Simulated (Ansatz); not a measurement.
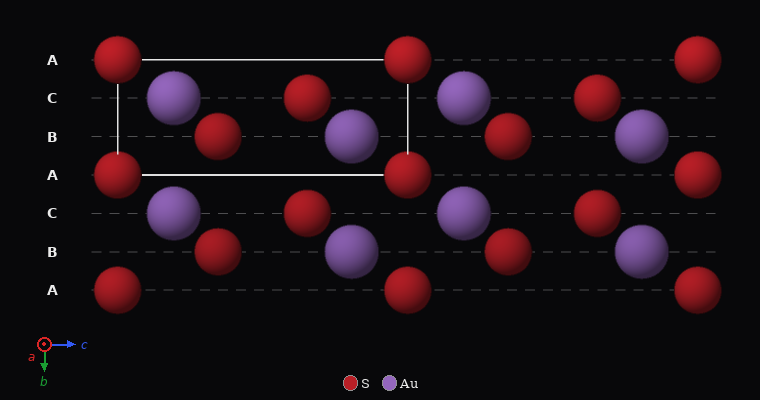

Projection along an edge of the hexagonal mesh, stacking direction c to the right. The dashed lines mark the three columns A (0, 0), B (1/3, 2/3) and C (2/3, 1/3). The sequence starts with the first layer at or above the cell's origin.

System Au2S3 (space group P-3m1, No. 164); source of the atomic positions: the end point of a relaxation with Ansatz 0.2.0, DFT PBE+D3(BJ), scalar-relativistic, plane waves, PAW; the starting structure was generated, so it need not be a known form of this composition.

Question: List the layers of one repeat.

Answer: S(A) – Au(C) – S(B) – S(C) – Au(B) (five layers in 8.01 Å).

Question: How are the S layers alone stacked?

Answer: S layers alone: ABC, the cubic close-packed type.

Question: Which positions between or in the S layers do the other atoms fill?

Answer: Au: two octahedral sites, counted in one hexagonal cell. One of the three gaps between S layers is empty, 2.46 Å wide.
